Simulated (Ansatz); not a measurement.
**AlPH3+ (triplet): wave-function methods side by side, cc-pVTZ**

How much of the correlation energy of AlPH3+ (triplet) does each wave-function method recover here?

The runs use Ansatz 0.2.0, Gaussian basis; cc-pVTZ, core rule «outside noble gas», up to 10 orbitals frozen.

To be run: UHF; CCSD(T) on ROHF; CCSD(T) on UHF; BCCD(T) on ROHF; CCSDT(Q) on ROHF; CCSDT(Q) on UHF.

9 further runs of the same task are left out: 4 for a known fault of the program, 5 set aside as unsound or not needed.

### 1 The geometry

The geometry is a PBE0/def2-TZVP stationary point (not a proven minimum) of the parent state, kept for this charge and spin.

5 atoms, charge 1, spin multiplicity 3.

Atoms are counted from 1 here; the program's logs count them from 0.

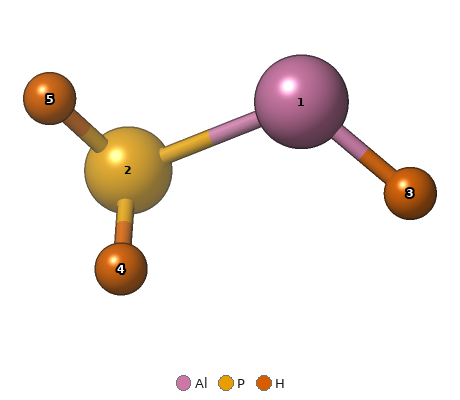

The geometry (aluminium pink, phosphorus amber, hydrogen orange); atoms are numbered from 1 in the order of the file.

### 2 UHF

Contents of in.yaml:

```yaml
crystal:
  periodic: [false, false, false]
  atoms:
    - {symbol: Al, position_ang: [0.042298, -0.119616, 1.254150]}
    - {symbol: P, position_ang: [-0.090450, 0.068392, -1.079457]}
    - {symbol: H, position_ang: [-0.052697, 1.261982, 2.066825]}
    - {symbol: H, position_ang: [1.035122, 0.939745, -1.114035]}
    - {symbol: H, position_ang: [0.664801, -1.101382, -1.353659]}
basis:
  gaussian: {orbitals: cc-pVTZ}
total_charge: 1
magnetization: {spin_polarized: true, initial_magnetization: 2}
hamiltonian: {xc: hf}
output: {orbitals: {seedname: orbitals}}
```

Run with:

```bash
ansatz run in.yaml --threads 1 --pin off --events-out ev --progress --plain --max-ram 4096MiB --backend cpu
```

Further steps of the session: CCSD(T) on ROHF; CCSD(T) on UHF; BCCD(T) on ROHF; CCSDT(Q) on ROHF; CCSDT(Q) on UHF.

Q: Predict the results of all the runs planned. Wanted: UCCSDT(Q) below the RHF energy; RMP2 from UCCSDT(Q); UMP2 from UCCSDT(Q); RCCSD from UCCSDT(Q); RCCSD(T) from UCCSDT(Q); UCCSD(T) from UCCSDT(Q); RCCSDT(Q) from UCCSDT(Q); T1 diagnostic.

The runs gave:

| quantity | value |
| --- | --- |
| UCCSDT(Q) below the RHF energy | -6.3644 eV |
| RMP2 from UCCSDT(Q) | +30.72 kcal/mol |
| UMP2 from UCCSDT(Q) | +30.27 kcal/mol |
| RCCSD from UCCSDT(Q) | +6.51 kcal/mol |
| RCCSD(T) from UCCSDT(Q) | +1.32 kcal/mol |
| UCCSD(T) from UCCSDT(Q) | +1.26 kcal/mol |
| RCCSDT(Q) from UCCSDT(Q) | +0.07 kcal/mol |
| levels within 1 kcal/mol (43 meV) | RCCSDT, UCCSDT, RCCSDT(Q) |
| T1 diagnostic | 0.045 |

**Reading.** RCCSD(T) lands +1.32 kcal/mol from the yardstick (0.9 % of the correlation energy). These misses are within one basis, not against nature; the frozen cores of restricted and unrestricted runs differ, which can shift their rows.
